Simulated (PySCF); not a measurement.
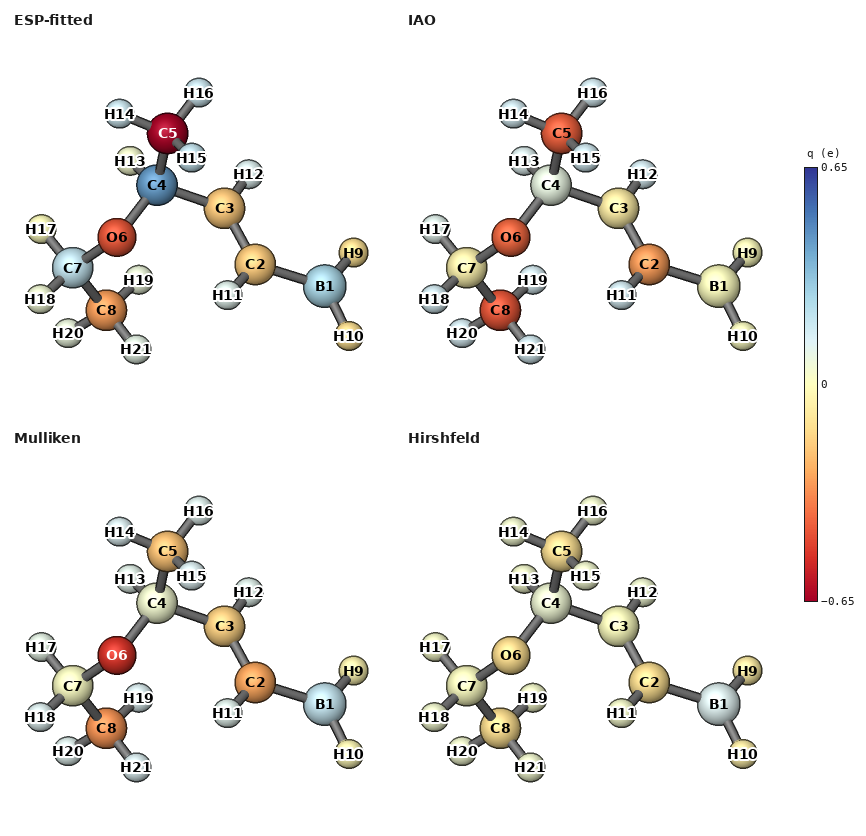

Atomic charges of one calculation by 4 schemes, on one colour scale. The computed structure is the end point of a GFN2-xTB optimisation. No frequency run is at hand to confirm it as a minimum. Level of theory: PBE0/pcSseg-1 (PySCF 2.14.0).

Which scheme gives the most polar picture (largest mean size of the charges)?

The ESP-fitted charges are the largest in size here, and the Hirshfeld charges the smallest.

On which atom do the schemes disagree most?

On C5 (from −0.64 to −0.12 e).

List the charges (e), one line for each set of equivalent atoms.

```tsv
atom	ESP-fitted	IAO	Mulliken	Hirshfeld
B1	0.26	0.00	0.19	0.12
C2	−0.18	−0.29	−0.27	−0.12
C3	−0.18	−0.07	−0.17	0.00
C4	0.43	0.09	0.04	0.05
C5	−0.64	−0.42	−0.20	−0.12
O6	−0.44	−0.40	−0.51	−0.13
C7	0.20	−0.04	0.01	0.01
C8	−0.29	−0.44	−0.31	−0.13
H9	−0.12	0.00	−0.04	−0.07
H10	−0.12	0.01	−0.02	−0.07
H11	0.11	0.15	0.11	0.03
H12	0.12	0.15	0.11	0.05
H13	0.04	0.12	0.11	0.04
H14	0.17	0.15	0.12	0.04
H15	0.19	0.15	0.13	0.04
H16	0.17	0.14	0.11	0.05
H17	0.00	0.11	0.09	0.03
H18	0.05	0.15	0.12	0.05
H19	0.07	0.14	0.12	0.03
H20	0.08	0.14	0.12	0.05
H21	0.10	0.15	0.12	0.04
```

The geometry is semi-empirical. Around B such bond lengths and angles can be off by a tenth of an ångström or more and by several degrees, and values that hang on the shape move with them.
